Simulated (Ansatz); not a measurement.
C$_{3}$H$_{4}$FIn

```xyz
9

C    -2.1835    1.6595    1.4579
C    -1.3393    1.1756    0.7162
In    0.1070    0.3101   -0.5200
C     1.3283   -1.4407   -0.4196
F     0.3782    1.4037   -2.1371
H    -2.9277    2.0942    2.1031
H     0.7740   -2.2705    0.0402
H     2.2144   -1.2198    0.1938
H     1.6486   -1.7123   -1.4345
```

Core potentials replace the inner electrons of In.

The calculation used Ansatz, RKS r2SCAN-D4/def2-SVP.

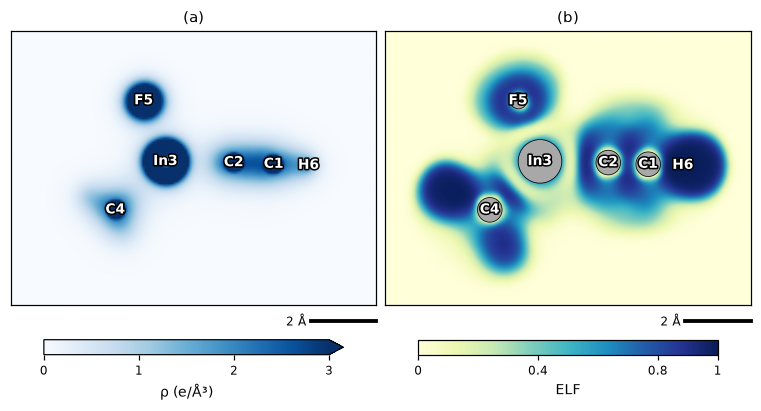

Figure 1. (a) electron density; (b) ELF on the plane of atoms C2, In3 and F5. Grey discs cover the atomic cores in the ELF map.

> Read the bonding off the picture.

Atoms in the plane: C, In, F and H.
C–C (1.22 Å): ρ at the midpoint is about 2.6 e/Å³; the ELF peaks at about 0.85 between the atoms (a multiple bond).
In–F (1.97 Å): the density is about 0.68 e/Å³ at the midpoint; the ELF peaks at about 0.80 in the valence shell of F, 0.5 Å from its nucleus, and drops to about 0.10 between the two atoms.
C–In (2.09 Å): ρ is about 0.68 e/Å³ halfway; the ELF peaks at about 0.90 in the valence shell of C, 0.7 Å from its nucleus, and drops to about 0.15 between the two atoms.
C–H (1.08 Å): the density is about 2 e/Å³ at the midpoint; the ELF climbs to about 1 towards the hydrogen, as it does in any bond to H: a covalent bond by its length.
C–In (2.14 Å): the density is about 0.67 e/Å³ at the midpoint; the ELF peaks at about 0.90 in the valence shell of C, 0.7 Å from its nucleus, and drops to about 0.20 between the two atoms.
The ELF also peaks beside F5, away from the bonds: lone-pair regions.

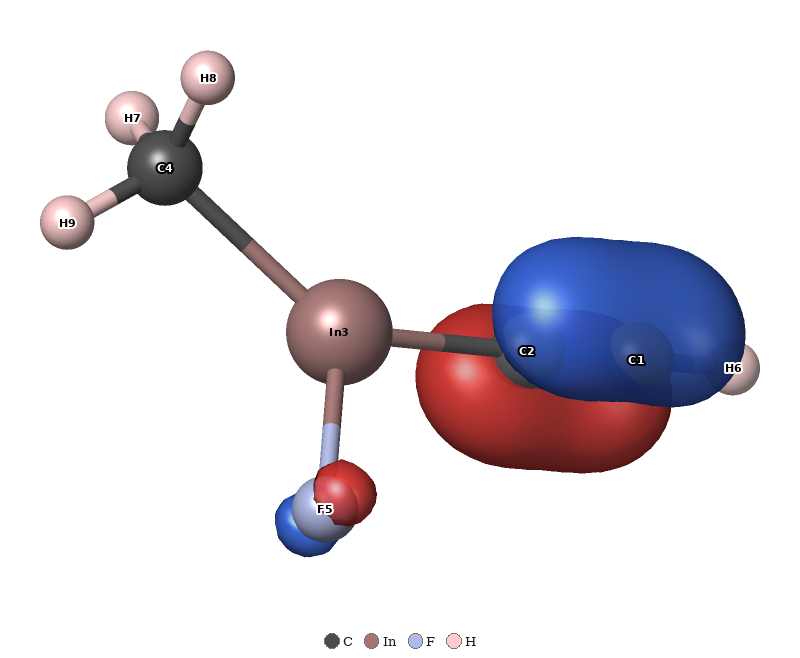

Figure 2. The HOMO−1 at ±0.2 Å⁻³ᐟ² (red and blue are the two phases), seen at an oblique angle.

> What is the character of this orbital?

It lies mainly on C2 (about 45 %) and C1 (about 45 %); π-bonding across C2–C1. Its energy is −7.28 eV.
